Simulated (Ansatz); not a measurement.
Reaction (SMILES): F[C]F (closed-shell singlet) + 3 [H][H] (H2) → C (CH4) + 2 F (HF)
B3LYP-D3(BJ)/def2-TZVP geometries, fixed; electronic energies without zero-point terms.

Basis-set convergence of the energy of full hydrogenation at CCSD(T) with Ansatz (an electronic-structure program). Cartesian d functions, on some or all atoms, in 6-31G**, 6-31+G*; all else is spherical. Cores are frozen. A restricted Hartree-Fock determinant is unstable towards unrestricted orbitals. No added dispersion term, no relativity. Functions are those of the species that has most. Reference: Hartree-Fock in cc-pVQZ plus the correlation part extrapolated as X^-3 from cc-pVTZ and cc-pVQZ, -116.31 kcal/mol, itself unsure by roughly 0.77 kcal/mol (a third of the extrapolation step and of the last Hartree-Fock step). Deviations are taken from unrounded values. Cost is core time over that of 6-311++G(3df,3pd), rough, on shared machines of one kind; a dash marks a row that isn't timed (too short, read off another run, short of memory, by another algorithm or on other hardware).

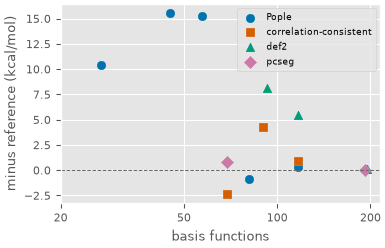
Fig. 1. Deviation from the reference against the number of basis functions, by family of sets.

```
basis              functions  energy of full hydrogenation (kcal/mol)  minus reference (kcal/mol)  cost
-----------------  ---------  ---------------------------------------  --------------------------  ----
6-31G                     27                                  -105.90                       10.40     -
6-31G**                   45                                  -100.73                       15.58     -
6-31+G*                   57                                  -101.03                       15.28     -
aug-cc-pVDZ               69                                  -118.68                       -2.37     -
aug-pcseg-1               69                                  -115.47                        0.84     -
6-311++G(2d,2p)           81                                  -117.21                       -0.90     -
cc-pVTZ                   90                                  -112.05                        4.26     -
def2-TZVP                 93                                  -108.15                        8.16     -
6-311++G(3df,3pd)        117                                  -115.96                        0.35    1×
def2-TZVPD               117                                  -110.83                        5.47  0.7×
jun-cc-pV(T+d)Z          117                                  -115.42                        0.89  0.8×
pcseg-3                  192                                  -116.30                        0.01    4×
def2-QZVPPD              195                                  -116.22                        0.09    5×
```
